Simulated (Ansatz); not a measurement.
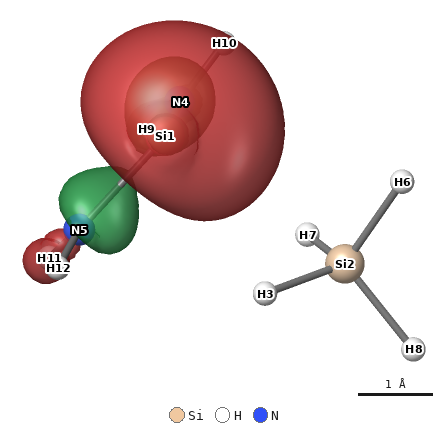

H4N2Si···SiH4. The HOMO at ±0.15 Å⁻³ᐟ² (green and red are the two phases), seen at an oblique angle.

Not at a stationary point (largest force 1.1 eV/Å).

Method: RKS PBE-D4/def2-SVP (Ansatz).

Input

```
crystal:
  periodic: [false, false, false]
  atoms:
    - { symbol: Si, position_ang: [-0.6244, -1.2313, 0.105] }
    - { symbol: Si, position_ang: [1.1673, 0.4887, 0.8845] }
    - { symbol: H, position_ang: [1.2016, -0.9986, -0.254] }
    - { symbol: "N", position_ang: [-0.6008, 0.5605, 0.4682] }
    - { symbol: "N", position_ang: [-1.2223, -1.0494, -1.5106] }
    - { symbol: H, position_ang: [1.2714, -0.5, 1.9535] }
    - { symbol: H, position_ang: [1.1625, 1.716, 1.7811] }
    - { symbol: H, position_ang: [1.8901, 1.1534, -0.2093] }
    - { symbol: H, position_ang: [-0.7796, 1.2016, -0.2993] }
    - { symbol: H, position_ang: [-1.1611, 0.8634, 1.2535] }
    - { symbol: H, position_ang: [-0.8794, -0.3253, -2.1312] }
    - { symbol: H, position_ang: [-1.4252, -1.8791, -2.0415] }
basis:
  gaussian: { orbitals: def2-SVP }
hamiltonian:
  xc: pbe
  dispersion: d4
relax:
  f_tol: 0.15
  max_steps: 25
  restrain:
    - { distance: [2, 1], at: 1.42, k: 30.0 }
    - { distance: [0, 1], at: 3.52, k: 30.0 }
    - { distance: [0, 2], at: 2.72, k: 30.0 }
output:
  orbitals: {}
```

Run with:

```sh
ansatz run input.yaml --threads 2 --pin off --max-ram 3072MiB --backend cpu --events-out ev --progress --plain --runs-dir out
```

The fields are those of the run's last geometry, not of the input's.

Question: Where does this orbital lie, and at what energy?

Answer: Its weight (Hirshfeld) is mainly on Si1 (about 75 %), N4 (about 10 %) and N5 (about 10 %). Its energy is −5.29 eV.
